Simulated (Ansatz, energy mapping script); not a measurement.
## MnS: exchange couplings from total energies

Wanted: the magnetic order of MnS, its couplings and an estimate of its ordering temperature, by PBE0.

Program: Ansatz 0.2.0. Level of theory: PBE0; plane waves, collinear spin, no spin–orbit coupling. Results are calculated unless marked as measured.

The database entry behind the starting cell differs from later determinations by our own check (an axis about 0.2 % short against later determinations), so it need not match the best structure at ambient conditions.

## Step 1: Set-up

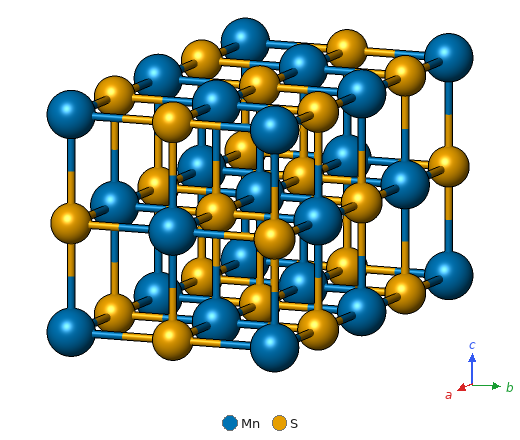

Start, viewed slightly off an axis; manganese blue, sulfur orange. 2×1×1 cells are drawn. This picture shows the conventional cell, with its axes. Some periodic images of atoms are drawn too.

Exact exchange localises the open shell without a U to choose, and it is dear.

## Step 2: Order 1: parallel, cell A of 4 atoms

The parallel order is the zero of energy for this cell and mesh.

File input.yaml:

```yaml
crystal:
  lattice:
    - [0.0, -2.6045, -2.6045]
    - [-2.6045, 0.0, -2.6045]
    - [2.6045, 2.6045, -5.209]
  atoms:
    - { symbol: Mn, position: [0.5, 0.5, 0.5], spin: 4.5 }
    - { symbol: Mn, position: [0.0, 0.0, 0.0], spin: 4.5 }
    - { symbol: S, position: [0.75, 0.75, 0.75] }
    - { symbol: S, position: [0.25, 0.25, 0.25] }
magnetization:
  spin_polarized: true
kpoints:
  mp_grid: { grid: [7, 7, 7] }
hamiltonian:
  xc: pbe0
scf:
  occupations: { method: fermi_dirac, width: 0.05 }
output:
  eigenvalues: true
```

Started as:

```
ansatz run input.yaml --threads 4 --pin off --max-ram 8192MiB --backend cpu --events-out ev --progress --plain --runs-dir out
```

Numbers of over 12 decimals in the logs are rounded to 6 here.

What it wrote:

```text
Engine: ansatz 0.2.0, aarch64-unknown-linux-gnu
Pseudopotentials: kind: paw
Pseudopotential: Mn, paw, valence charge 15, recommended cutoff 420 eV (normal), Mn.paw.azcp
Pseudopotential: S, paw, valence charge 6, recommended cutoff 420 eV (normal), S.paw.azcp
Functional definition: PBE0
  parameter a = 0.25
  parameter kappa = 0.804
  parameter beta = 0.066725
  exchange = (1 - a)*pbe_x(kappa = kappa, mu = beta*pi^2/3) + a*exact_x
  correlation = pbe_c(beta = beta)
Crystal: 4 atoms, lattice volume = 70.670 Å³
Basis set: ecut = 420 eV, 1401 PW (Γ)
Bands: 31, of which v1, the nominal top of the filled ones, is band 21 counted from 1 (20 counted from 0)
Symmetry: 24 space group operations
Space group: Fm-3m (ITA 225), of the structure as read, at distance tolerance 4.1e-5 Å
Magnetic group: BNS 225.116 (UNI 1618), of the structure as read, at distance tolerance 4.1e-5 Å
k-points: 44 of 343
Non-local potential: Mn, projectors of the file, l = 0: 3, l = 1: 2, l = 2: 3, l = 3: 1
Non-local potential: S, projectors of the file, l = 0: 2, l = 1: 2, l = 2: 2
PAW form: soft (Blöchl's): semilocal exchange-correlation on the pseudo side does not see the compensation charge
PAW frozen core: Mn, regenerated for the run's functional, and the local potential with it (the file was generated under x = pbe(κ = 0.804, μ = 0.219515), c = pbe(β = 0.066725))
PAW frozen core: S, regenerated for the run's functional, and the local potential with it (the file was generated under x = pbe(κ = 0.804, μ = 0.219515), c = pbe(β = 0.066725))
PAW one-centre angular grid: Mn, 590 points (default); XC on 64 Gauss nodes
PAW one-centre angular grid: S, 110 points (default); XC on 64 Gauss nodes
Initial density: superposition of atomic densities (chi_scale 0.1, normalization cell, long waves kept (reshape's long-wave potential 0.00 eV rms))
Starting moments: Σ|m| = 9 μB on 2 of 4 sites
Initial wavefunctions: pseudopotential atomic-orbital guess
Functional: x = pbe(κ = 0.804, μ = 0.219515), c = pbe(β = 0.066725), warm-up for x = 0.75 pbe(κ = 0.804, μ = 0.219515) + 0.25 exact, c = pbe(β = 0.066725)
iter 1 solved again at ethr=3.80e-2 eV; its pass at ethr=1.00e-1 eV (dr2=1.60e1 eV) is discarded
SCF iter   1: F=—  HF=-9605.003461 eV  |F-HF|=—  |Δ(HF+E_count)|=         —  Δρ=1.03e-1 (↑4.63e-2 ↓1.03e-1)  dr2=1.58e1  dr2_m=6.39e-1  M=7.905 μB ∫|m|=7.905 μB  β_m=0.30  ethr=3.80e-2  ⟨swp⟩=2.2  Hψ=13194  notcnv=0
preconditioner: auto → Kerker (q_TF=auto, 2.502 Å⁻¹)  [metal: Δε(μ)=0.000 eV  Ē_g=8.167 eV  σ=0.050 eV  W_gap=0.00  n_scr=22 (ndim 8)  ℏωp=22.5 eV  f_vac=0.000  D(μ)=5.47/eV (n_scr^D=60)]
spin=Collinear: Kerker preconditioning applied to the charge; magnetization (m = ρ↑ − ρ↓) channel mixes plain (no charge-response kernel on spin).
iter 2 solved again at ethr=1.21e-3 eV; its pass at ethr=3.76e-2 eV (dr2=5.09e-1 eV) is discarded
SCF iter   2: F=—  HF=-9603.266785 eV  |F-HF|=—  |Δ(HF+E_count)|=    1.74e0  Δρ=1.81e-2 (↑1.81e-2 ↓1.43e-2)  dr2=3.21e-1  dr2_m=9.63e-2  M=9.104 μB ∫|m|=9.104 μB  β_m=1.00  ethr=1.21e-3  ⟨swp⟩=5.1  Hψ=13206  notcnv=0  defer=22
eigensolver tolerance schedule: the retry pair's looser diagonalisation over-reported the residual by 0.59 of it (diagonalisation noise at 0.62 of the residual, at the tolerance the schedule requests for it); recorded, not acted on — ethr = c·dr2/N_el stays at c = 1.0e-1
SCF iter   3: F=—  HF=-9603.542225 eV  |F-HF|=—  |Δ(HF+E_count)|=   2.75e-1  Δρ=1.05e-2 (↑1.05e-2 ↓6.62e-3)  dr2=1.22e-1  dr2_m=1.46e-2  M=9.266 μB ∫|m|=9.266 μB  β_m=1.00  ethr=7.64e-4  ⟨swp⟩=3.7  Hψ=6433  notcnv=0  defer=11
SCF iter   4: F=—  HF=-9603.617310 eV  |F-HF|=—  |Δ(HF+E_count)|=   7.51e-2  Δρ=3.80e-3 (↑3.80e-3 ↓3.27e-3)  dr2=8.33e-3  dr2_m=4.47e-3  M=9.351 μB ∫|m|=9.351 μB  β_m=0.30  ethr=2.91e-4  ⟨swp⟩=4.4  Hψ=8450  notcnv=0  defer=8
Mixer restart at iter 4: flushing history
spin-set hold released at iteration 4 (site moments contracting): the magnetisation degrees of freedom join the quasi-Newton model from the next iteration; the mixer history was flushed
SCF iter   5: F=—  HF=-9603.635399 eV  |F-HF|=—  |Δ(HF+E_count)|=   1.81e-2  Δρ=3.21e-3 (↑2.04e-3 ↓3.21e-3)  dr2=1.43e-2  dr2_m=1.47e-3  M=9.358 μB ∫|m|=9.358 μB  β_m=0.60  ethr=1.98e-5  ⟨swp⟩=3.7  Hψ=7016  notcnv=0  defer=1
SCF iter   6: F=—  HF=-9603.659591 eV  |F-HF|=—  |Δ(HF+E_count)|=   2.42e-2  Δρ=2.23e-3 (↑2.23e-3 ↓1.37e-3)  dr2=4.92e-3  dr2_m=1.73e-4  M=9.352 μB ∫|m|=9.352 μB  β_m=0.54  ethr=1.98e-5  ⟨swp⟩=3.8  Hψ=7024  notcnv=0  defer=1
SCF iter   7: F=—  HF=-9603.658748 eV  |F-HF|=—  |Δ(HF+E_count)|=   8.43e-4  Δρ=4.19e-4 (↑3.52e-4 ↓4.19e-4)  dr2=1.99e-4  dr2_m=5.10e-6  M=9.358 μB ∫|m|=9.358 μB  β_m=0.77  ethr=1.17e-5  ⟨swp⟩=3.1  Hψ=6606  notcnv=0  defer=1
[...]
SCF 1 converged in 12 iterations: F = -9603.659112 eV  dr2 = 3.48e-10
  greatest PAW one-centre occupation: 1.003 electrons in one spin orbital (limit 2), on the Mn atom at site 1 (counted from 0), in its partial waves of l = 1
Initial density: handed on by an earlier stage of this run
Starting moments: Σ|m| = 9 μB on 2 of 4 sites; this step starts from the density that it was given
Initial wavefunctions: those handed on with the density
Functional: x = 0.75 pbe(κ = 0.804, μ = 0.219515) + 0.25 exact, c = pbe(β = 0.066725)
Frozen-core exchange: fock
[...]
preconditioner: auto → Kerker (q_TF=auto, 2.502 Å⁻¹)  [metal: Δε(μ)=0.176 eV  Ē_g=11.723 eV  σ=0.050 eV  W_gap=0.48  n_scr=22 (ndim 8)  ℏωp=22.5 eV  f_vac=0.000  D(μ)=0.26/eV (n_scr^D=0)]
spin=Collinear: Kerker preconditioning applied to the charge; magnetization (m = ρ↑ − ρ↓) channel mixes plain (no charge-response kernel on spin).
[...]
SCF 2 converged in 8 iterations: F = -9606.103842 eV  dr2 = 1.73e-8
  greatest PAW one-centre occupation: 1.005 electrons in one spin orbital (limit 2), on the Mn atom at site 1 (counted from 0), in its partial waves of l = 1
hybrid outer 1: dexx = +2.816e-1 eV, tail = 3.28e-1 eV
Frozen-core exchange: fock
[...]
preconditioner: auto → none  [insulator: Δε(μ)=1.370 eV  Ē_g=11.936 eV  σ=0.050 eV  W_gap=1.00  n_scr=22 (ndim 8)  ℏωp=22.5 eV  f_vac=0.000  D(μ)=0.00/eV (n_scr^D=0)]
[...]
SCF 3 stopped early in 4 iterations: F = -9606.427697 eV  dr2 = 3.19e-4
hybrid outer 2: dexx = +8.653e-3 eV, tail = 1.94e-3 eV, Δε = 9.93e-1 eV (about 1.65e-1 eV left of the loop's levels)
Frozen-core exchange: fock
[...]
preconditioner: auto → none  [insulator: Δε(μ)=1.709 eV  Ē_g=11.962 eV  σ=0.050 eV  W_gap=1.00  n_scr=22 (ndim 8)  ℏωp=22.5 eV  f_vac=0.000  D(μ)=0.00/eV (n_scr^D=0)]
[...]
SCF iter   3: F=—  HF=-9606.427424 eV  |F-HF|=—  |Δ(HF+E_count)|=   2.32e-7  Δρ=2.79e-5 (↑2.79e-5 ↓1.99e-5)  dr2=1.92e-5  dr2_m=2.20e-7  M=10.000 μB ∫|m|=10.000 μB  β_m=0.82  ethr=1.29e-9  ⟨swp⟩=3.8  Hψ=11861  notcnv=0  defer=12
SCF iter   4: F=—  HF=-9606.427425 eV  |F-HF|=—  |Δ(HF+E_count)|=   7.88e-7  Δρ=6.11e-5 (↑6.11e-5 ↓6.95e-6)  dr2=2.16e-5  dr2_m=5.39e-7  M=10.000 μB ∫|m|=10.000 μB  β_m=0.76  ethr=1.29e-9  ⟨swp⟩=3.9  Hψ=7586  notcnv=0
SCF iter   5: F=—  HF=-9606.427425 eV  |F-HF|=—  |Δ(HF+E_count)|=   3.68e-7  Δρ=4.55e-5 (↑4.55e-5 ↓4.32e-6)  dr2=2.02e-5  dr2_m=3.15e-7  M=10.000 μB ∫|m|=10.000 μB  β_m=0.54  ethr=1.29e-9  ⟨swp⟩=2.0  Hψ=4577  notcnv=0
SCF iter   6: F=—  HF=-9606.428002 eV  |F-HF|=—  |Δ(HF+E_count)|=   5.77e-4  Δρ=3.81e-5 (↑1.65e-5 ↓3.81e-5)  dr2=1.11e-6  dr2_m=3.09e-7  M=10.000 μB ∫|m|=10.000 μB  β_m=0.54  ethr=1.29e-9  ⟨swp⟩=4.8  Hψ=8746  notcnv=0
SCF iter   7: F=—  HF=-9606.428002 eV  |F-HF|=—  |Δ(HF+E_count)|=   2.39e-7  Δρ=6.73e-6 (↑6.36e-6 ↓6.73e-6)  dr2=2.01e-7  dr2_m=1.82e-8  M=10.000 μB ∫|m|=10.000 μB  β_m=0.76  ethr=1.29e-9  ⟨swp⟩=3.2  Hψ=5933  notcnv=0
SCF iter   8: F=—  HF=-9606.428002 eV  |F-HF|=—  |Δ(HF+E_count)|=   1.76e-8  Δρ=4.19e-6 (↑4.19e-6 ↓1.73e-6)  dr2=1.92e-7  dr2_m=3.48e-9  M=10.000 μB ∫|m|=10.000 μB  β_m=0.85  ethr=4.75e-11  ⟨swp⟩=4.0  Hψ=7778  notcnv=0
SCF iter   9: F=-9606.428003 eV  HF=-9606.428003 eV  |F-HF|=5.07e-9  |Δ(HF+E_count)|=   1.33e-6  Δρ=8.97e-6 (↑8.97e-6 ↓7.51e-6)  dr2=2.04e-8  dr2_m=4.02e-8  M=10.000 μB ∫|m|=10.000 μB  ethr=2.99e-11  ⟨swp⟩=5.3  Hψ=9157  notcnv=0  defer=1
SCF 4 converged in 9 iterations: F = -9606.428003 eV  dr2 = 2.04e-8
  greatest PAW one-centre occupation: 1.006 electrons in one spin orbital (limit 2), on the Mn atom at site 1 (counted from 0), in its partial waves of l = 1
hybrid outer 3: dexx = +2.185e-5 eV, tail = 2.20e-7 eV, magnetization grown 1.0121 times (not accepted), Δε = 2.86e-2 eV (about 8.74e-4 eV left of the loop's levels)
Frozen-core exchange: fock
SCF iter   1: F=—  HF=-9606.428003 eV  |F-HF|=—  |Δ(HF+E_count)|=         —  Δρ=1.07e-5 (↑1.07e-5 ↓9.31e-6)  dr2=1.53e-8  dr2_m=5.98e-8  M=10.000 μB ∫|m|=10.000 μB  β_m=0.30  ethr=2.62e-9  ⟨swp⟩=6.2  Hψ=6118  notcnv=0
preconditioner: auto → none  [insulator: Δε(μ)=1.707 eV  Ē_g=11.963 eV  σ=0.050 eV  W_gap=1.00  n_scr=22 (ndim 8)  ℏωp=22.5 eV  f_vac=0.000  D(μ)=0.00/eV (n_scr^D=0)]
iter 2 solved again at ethr=2.14e-12 eV; its pass at ethr=3.49e-11 eV (dr2=8.97e-10 eV) is discarded
SCF iter   2: F=-9606.428003 eV  HF=-9606.428003 eV  |F-HF|=2.59e-9  |Δ(HF+E_count)|=   1.47e-8  Δρ=2.31e-6 (↑1.87e-6 ↓2.31e-6)  dr2=1.84e-9  dr2_m=2.50e-9  M=10.000 μB ∫|m|=10.000 μB  ethr=2.14e-12  ⟨swp⟩=2.8  Hψ=11454  notcnv=0
SCF 5 converged in 2 iterations: F = -9606.428003 eV  dr2 = 1.84e-9
hybrid outer 4: dexx = +4.889e-9 eV, tail = 1.06e-8 eV, Δε = 2.12e-4 eV (about 8.87e-5 eV left of the loop's levels)
this state was not tested for a lower state beside it, because the functional holds exact exchange (a hybrid, or Hartree-Fock), whose exchange loop this test does not read (fock_operator); the stability check (scf.self_checks: high) cannot read this state: a pseudopotential is PAW: the check reads norm-conserving sets alone
hybrid SCF converged: 4 outer / 23 inner (+12 warm-up), last move |dexx| = 4.89e-9 eV, tail = 1.06e-8 eV
Magnetization: 10.0000 μB (26.0000 up, 16.0000 down)
Absolute magnetization: 10.0000 μB (∫|ρ↑−ρ↓|, with the PAW one-centre terms)
Spin contamination: 0.0171 ħ² per cell (⟨S²⟩ above its minimum at these occupations)
Per-site moments (μB) at R_I (Å): [(4.514822, 1.074356), (4.514822, 1.074356), (0.149786, 1.074356), (0.149786, 1.074356)]
Free energy (F): -9606.428003 eV
Frozen-core exchange: fock
Harris-Foulkes:  -9606.428003 eV  (|F-HF|=2.59e-9)
Internal energy: -9606.428003 eV  (E = F + TS)
E sigma→0 (E₀):  -9606.428003 eV
Fermi energy:    10.204529 eV
--- Per-component energies (eV) ---
  E_band       = -716.693996
  E_kinetic    = 812.072023
  E_local      = -4914.263624  (includes V_loc(G=0)·N_el)
  E_nonlocal   = 567.954268
  E_hartree    = 2017.289423
  E_xc         = -320.530089
  E_vxc        = -353.798360  (∫ρ·V_xc dr)
  E_exx        = -174.475133  (= α·E_x^exact, valence–valence)
  E_paw        = -3743.674796  (= ΣΔE_a)
  E_vpaw       = -514.285353  (= ΣTr[D̂ρ^β])
  E_aug_tail   = -0.000016  (compensation charges beyond the density's cutoff)
  E_ewald      = -3850.228351
  E_core_change = -0.571709  (= ΣΔE_core)
  E_smearing   = -0.000000  (= −TS)
  E_closure    = -0.000000  (closes the sum)
  Σ components = -9606.428003   (vs F -9606.428003, Δ=0.00e0)
--- Band table (eV; the first three rows and the last of 88) ---
  k-point 0 ↑: bands = [... 17 lower, 4.2871, 4.7322, 4.7322, 5.3841, 7.5419, 7.5419, 7.5435, 9.3325, ... 6 higher]
  k-point 1 ↑: bands = [... 17 lower, 4.3042, 4.7087, 4.7087, 5.3856, 7.1913, 7.6472, 7.6472, 9.2461, ... 6 higher]
  k-point 2 ↑: bands = [... 17 lower, 4.3637, 4.6435, 4.6435, 5.4086, 6.4592, 7.9227, 7.9227, 9.0085, ... 6 higher]
  k-point 43 ↓: bands = [... 17 lower, 12.8643, 14.0420, 14.0566, 14.1870, 14.2518, 14.4922, 14.4970, 14.5525, ... 6 higher]
```

The job ended after 1.7 min (4 threads of Arm Neoverse V1, shared host; peak memory 3.7 GiB; 6.6 min of CPU time).

Spin moment in the sphere by atom:

| atom | spin moment in the sphere (μB) |
| --- | --- |
| Mn1 | 4.51 |
| Mn2 | 4.51 |
| S3 | 0.15 |
| S4 | 0.15 |

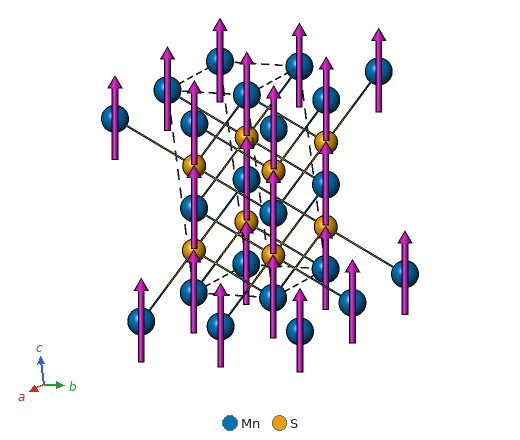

Spin moment in the sphere as arrows, the longest 4.51 μB. Up and down stand for the sign. Arrows give size and sign along the axis of quantisation, drawn up and down the page. Bonds to atoms that aren't drawn are left out. 2×2×1 cells are drawn. Some periodic images of atoms are drawn too.

The run ends ferromagnetic.

## Step 3: Run 2 (compensated +−; cell A, 4 atoms)

This order reverses 6 of the 12 neighbours at 3.68 Å and 6 of the 6 neighbours at 5.21 Å, counted for an average magnetic atom.

Edit input.yaml of step 2 so:

```diff
@@ -7,3 +7,3 @@
     - { symbol: Mn, position: [0.5, 0.5, 0.5], spin: 4.5 }
-    - { symbol: Mn, position: [0.0, 0.0, 0.0], spin: 4.5 }
+    - { symbol: Mn, position: [0.0, 0.0, 0.0], spin: -4.5 }
     - { symbol: S, position: [0.75, 0.75, 0.75] }
```

What it wrote:

```text
[...]
Crystal: 4 atoms, lattice volume = 70.670 Å³
Basis set: ecut = 420 eV, 1401 PW (Γ)
Bands: 31, of which v1, the nominal top of the filled ones, is band 21 counted from 1 (20 counted from 0)
Symmetry: 12 space group operations
[...]
k-points: 44 of 343
[...]
Starting moments: Σ|m| = 9 μB on 2 of 4 sites
Starting magnetic order: antiferromagnet; a translation exchanges its spin sublattices: spin-degenerate at every k-point
[...]
the translation (0.5, 0.5, 0.5) carries every atom to within crystal.symmetry.tolerance of an atom of its element with the starting moment reversed, but both spin channels are solved: under a hybrid functional one channel is solved only on norm-conserving pseudopotentials (hamiltonian.pseudopotentials.kind)
[...]
SCF iter   8: F=-9603.919434 eV  HF=-9603.919497 eV  |F-HF|=6.36e-5  |Δ(HF+E_count)|=   2.28e-4  Δρ=2.37e-4 (↑2.37e-4 ↓1.53e-4)  dr2=5.26e-5  dr2_m=1.48e-5  M=-0.000 μB ∫|m|=8.908 μB  ethr=4.01e-6  ⟨swp⟩=2.6  Hψ=4731  notcnv=0
SCF 1 stopped early in 8 iterations: F = -9603.919434 eV  dr2 = 5.26e-5
[...]
Frozen-core exchange: fock
SCF iter   1: F=—  HF=-9606.417780 eV  |F-HF|=—  |Δ(HF+E_count)|=         —  Δρ=1.60e-2 (↑1.60e-2 ↓1.59e-2)  dr2=8.16e-2  dr2_m=1.57e-1  M=0.000 μB ∫|m|=9.319 μB  β_m=0.30  ethr=1.25e-6  ⟨swp⟩=10.5  Hψ=15431  notcnv=0
[...]
SCF iter   6: F=-9606.581748 eV  HF=-9606.581755 eV  |F-HF|=7.46e-6  |Δ(HF+E_count)|=   1.49e-4  Δρ=6.32e-5 (↑6.32e-5 ↓6.24e-5)  dr2=1.01e-5  dr2_m=1.78e-7  M=0.000 μB ∫|m|=9.436 μB  ethr=8.70e-7  ⟨swp⟩=3.1  Hψ=5047  notcnv=0  defer=4
SCF 2 stopped early in 6 iterations: F = -9606.581748 eV  dr2 = 1.01e-5
[...]
hybrid outer 1: dexx = +2.020e-1 eV, tail = 4.50e-4 eV
Frozen-core exchange: fock
SCF iter   1: F=—  HF=-9606.580795 eV  |F-HF|=—  |Δ(HF+E_count)|=         —  Δρ=1.47e-4 (↑1.47e-4 ↓1.12e-4)  dr2=1.73e-5  dr2_m=4.54e-6  M=0.000 μB ∫|m|=9.435 μB  β_m=0.30  ethr=5.35e-6  ⟨swp⟩=4.7  Hψ=6752  notcnv=0
[...]
SCF iter   5: F=-9606.580808 eV  HF=-9606.580808 eV  |F-HF|=3.99e-8  |Δ(HF+E_count)|=   1.17e-7  Δρ=5.00e-6 (↑5.00e-6 ↓4.34e-6)  dr2=6.04e-8  dr2_m=6.87e-9  M=0.000 μB ∫|m|=9.435 μB  ethr=9.96e-10  ⟨swp⟩=4.3  Hψ=6869  notcnv=0  defer=33
SCF 3 converged in 5 iterations: F = -9606.580808 eV  dr2 = 6.04e-8
[...]
Magnetization: 0.0000 μB (21.0000 up, 21.0000 down)
Absolute magnetization: 9.4370 μB (∫|ρ↑−ρ↓|, with the PAW one-centre terms)
[...]
Per-site moments (μB) at R_I (Å): [(4.432411, 1.074356), (-4.432411, 1.074356), (-5.082174821259155e-7, 1.074356), (-5.082174822314232e-7, 1.074356)]
Free energy (F): -9606.580808 eV
Frozen-core exchange: fock
[...]
Internal energy: -9606.580808 eV  (E = F + TS)
E sigma→0 (E₀):  -9606.580808 eV
Fermi energy:    10.458116 eV
[...]
--- Band table (eV; the first three rows and the last of 88) ---
  k-point 0 ↑: bands = [... 17 lower, 7.5635, 7.7117, 7.7117, 7.7131, 13.2962, 13.3335, 13.3335, 13.5081, ... 6 higher]
  k-point 1 ↑: bands = [... 17 lower, 7.2214, 7.3337, 8.0664, 8.0664, 13.2675, 13.3158, 13.3158, 13.7542, ... 6 higher]
  k-point 2 ↑: bands = [... 17 lower, 6.8975, 6.8975, 8.4195, 8.4195, 13.0614, 13.2666, 13.2666, 14.2911, ... 6 higher]
  k-point 43 ↓: bands = [... 17 lower, 5.5150, 5.7440, 7.2742, 7.5335, 13.0726, 13.3712, 14.0363, 14.1376, ... 6 higher]
```

Run time: 79 s. Hardware: 4 threads; peak memory 3.6 GiB; 4.9 min of CPU time.

Spin moment in the sphere by atom:

| atom | spin moment in the sphere (μB) |
| --- | --- |
| Mn1 | 4.43 |
| Mn2 | -4.43 |
| S3 | 0.00 |
| S4 | 0.00 |

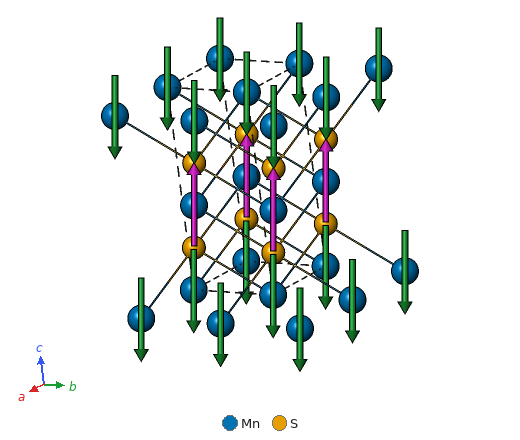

Spin moment in the sphere as arrows, the longest 4.43 μB. Up and down stand for the sign. Arrows give size and sign along the axis of quantisation, drawn up and down the page. The two directions have two colours. Bonds to atoms that aren't drawn are left out. 2×2×1 cells are drawn. Some periodic images of atoms are drawn too.

The run ends antiferromagnetic, 76.40 meV a magnetic atom below the parallel order of its cell.

(Continued in part 2 of 2.)

[Logs and program files are shortened in this print: banners, set-up blocks, solver, clock and traceback lines can be left out without a mark of their own.]

[Logs are printed without paths, hosts, clocks, repeated set-up lines and the standing remarks that a program may print on its own settings, such as how far it seeks lower states.]

[Hosts, paths, dates, database ids (printed as entryN), source tags and the programs' standing remarks are cut or masked in the printed files.]

[Where a cell is said to come from a database of computed structures, the database is the Materials Project.]
